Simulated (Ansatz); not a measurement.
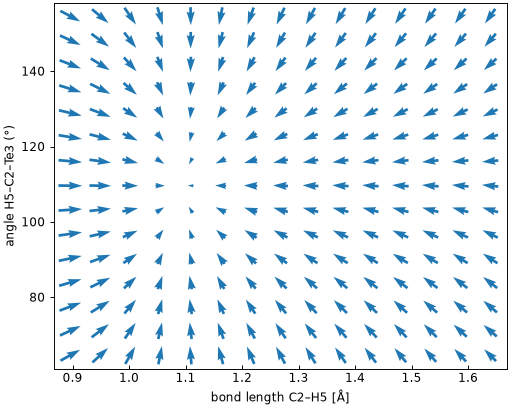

CH3ClTe, SMILES ClC[TeH]. Coordinates scanned: (1) bond length C2–H5; (2) angle H5–C2–Te3. Nothing is relaxed (all other coordinates rigid). Grid: 15 × 15 points. Points are written as (first, second). The reference is spin-restricted, which grows unreliable where a bond is stretched far. Computed with RKS PBE-D4/def2-TZVP (Ansatz).

The picture shows arrows along the force (downhill), their lengths compressed.

> The arrows alone are given. Where is the energy lowest?

The arrows converge at about (1.093 Å, 110°) (read from the interpolated surface).

The energy map of the same scan:

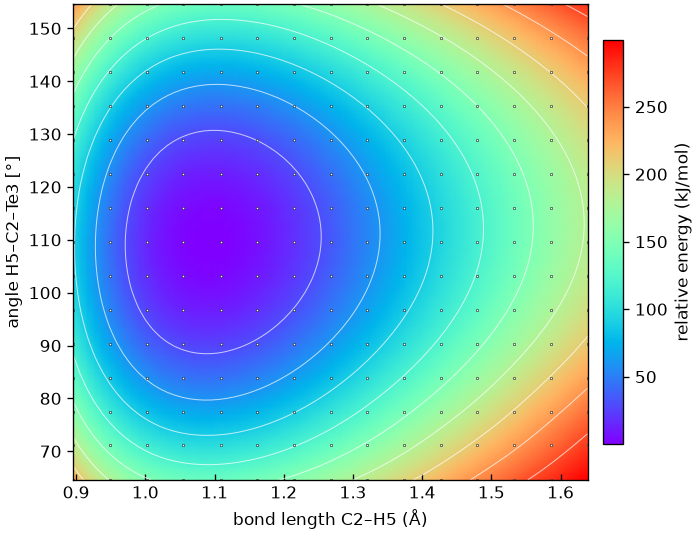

Energies are in kJ/mol, from the relaxed molecule at the same level; between grid points the surface is interpolated.
